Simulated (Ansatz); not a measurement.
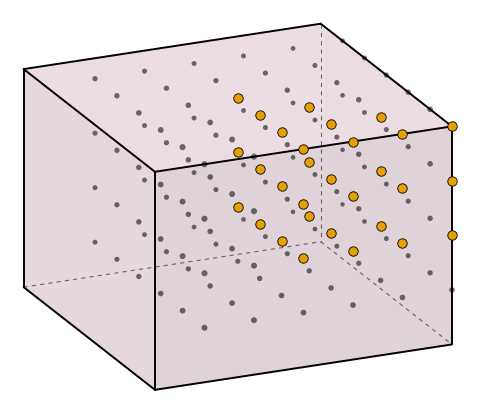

The Γ-centred 6×6×4 k-point mesh of a calculation on SiO2 (DFT, PBE, plane waves, PAW in Ansatz 0.2.0), folded into the first Brillouin zone of the 12-atom cell that was run; each point of the zone's surface is drawn once. One point of each star is marked in colour. Space group P4_12_12.

```xyz
12
Lattice="4.9820 0.0000 0.0000 0.0000 4.9820 0.0000 0.0000 0.0000 6.9630" Properties=species:S:1:pos:R:3 pbc="T T T"
Si    1.4895    1.4895    0.0000
Si    1.0015    3.9805    1.7408
Si    3.4925    3.4925    3.4815
Si    3.9805    1.0015    5.2222
O     1.1951    0.5155    1.2403
O     1.9755    3.6861    2.9811
O     3.7869    4.4665    4.7218
O     3.0065    1.2959    6.4626
O     3.6861    1.9755    3.9819
O     4.4665    3.7869    2.2412
O     1.2959    3.0065    0.5004
O     0.5155    1.1951    5.7227
```

To how many irreducible points do the crystal's point group and time reversal reduce the mesh (magnetic order left aside)?

Answer. 30 of 144.

List one member of each star with its weight, in the reciprocal vectors of this cell.

Answer.
| k₁ | k₂ | k₃ | weight |
| --- | --- | --- | --- |
| 0 | 0 | 0 | 1 |
| 1/6 | 0 | 0 | 4 |
| 0 | 0 | 1/4 | 2 |
| 1/6 | 1/6 | 0 | 4 |
| 1/6 | 0 | 1/4 | 8 |
| 1/6 | 1/6 | 1/4 | 8 |
| 1/3 | 0 | 0 | 4 |
| 0 | 0 | 1/2 | 1 |
| 1/3 | 1/6 | 0 | 8 |
| 1/3 | 0 | 1/4 | 8 |
| 1/6 | 0 | 1/2 | 4 |
| 1/3 | 1/6 | 1/4 | 16 |
| 1/6 | 1/6 | 1/2 | 4 |
| 1/3 | 1/3 | 0 | 4 |
| 1/3 | 0 | 1/2 | 4 |
| 1/2 | 0 | 0 | 2 |
| 1/3 | 1/3 | 1/4 | 8 |
| 1/3 | 1/6 | 1/2 | 8 |
| 1/2 | 1/6 | 0 | 4 |
| 1/2 | 0 | 1/4 | 4 |
| 1/2 | 1/6 | 1/4 | 8 |
| 1/3 | 1/3 | 1/2 | 4 |
| 1/2 | 1/3 | 0 | 4 |
| 1/2 | 0 | 1/2 | 2 |
| 1/2 | 1/3 | 1/4 | 8 |
| 1/2 | 1/6 | 1/2 | 4 |
| 1/2 | 1/3 | 1/2 | 4 |
| 1/2 | 1/2 | 0 | 1 |
| 1/2 | 1/2 | 1/4 | 2 |
| 1/2 | 1/2 | 1/2 | 1 |

How fine is the mesh?

Answer. Spacing |bᵢ|/nᵢ = 0.210, 0.210, 0.226 1/Å (2π included).
